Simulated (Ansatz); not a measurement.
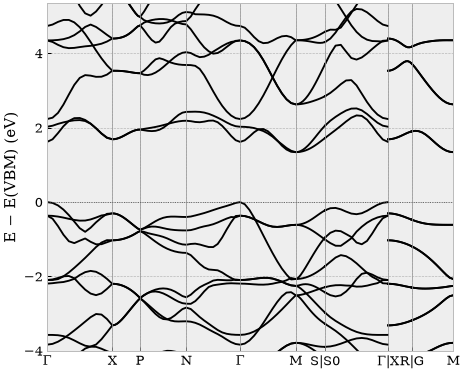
Band structure from PBEsol (plane waves, PAW; program Ansatz)

The gap is 1.34 eV; an edge lies off the plotted path or next to a special point (maximum at Γ, minimum on the Γ–M line, 98 % of the way from Γ).

The material is GeSe$_{2}$ in space group I-42d (No. 122; Ge on 4a, Se on 8d).

The workflow started from a Materials Project entry (that database holds measured and hypothetical structures alike); the Crystallography Open Database copy checked does not list it. Whether it is the stable phase at ambient conditions was not checked. Symmetry was held in the PBEsol relaxation; whether a distortion lowers the energy is not shown. Scalar-relativistic: spin–orbit coupling is off unless named, which matters more the heavier the elements.

Potentials: the later of the program's two PAW sets.
